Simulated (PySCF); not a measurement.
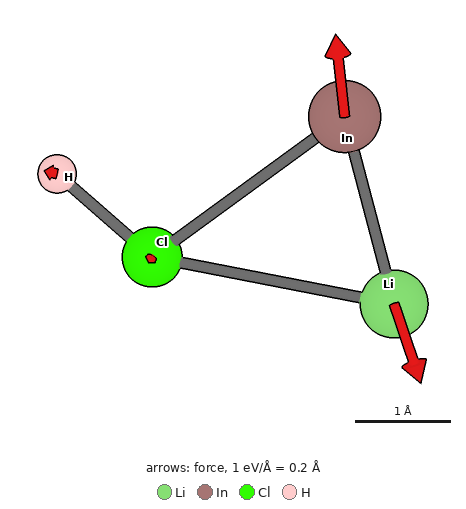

Starting geometry of LiInHCl with the computed forces as red arrows. Style: ball-and-stick. Shown at a tilt.

It is one of the separated reactants of a reaction.

The calculation used RKS PBE-D4/def2-SVP, density fitting (PySCF 2.14.0). 

### What follows when this structure is relaxed?

It isn't relaxed: the largest force vector, on the In atom, is 4.69 eV/Å. The final displacements follow the starting forces only in part (cosine between the two patterns 0.65). The atom that moves furthest after the best rigid fit is the Li atom (0.88 Å). Largest moves by element: Li 0.88 Å, H 0.45 Å, Cl 0.37 Å, In 0.28 Å. Near-neighbour distances that change, for instance: Cl–Li 2.649 → 3.824 Å, In–Li 2.129 → 3.063 Å, Cl–In 2.756 → 3.085 Å, Cl–H 1.330 → 1.318 Å. Bonds break, among them: Cl–Li (2.65 → 3.82 Å), In–Li (2.13 → 3.06 Å). The energy falls by 1.690 eV in 16 geometry steps.
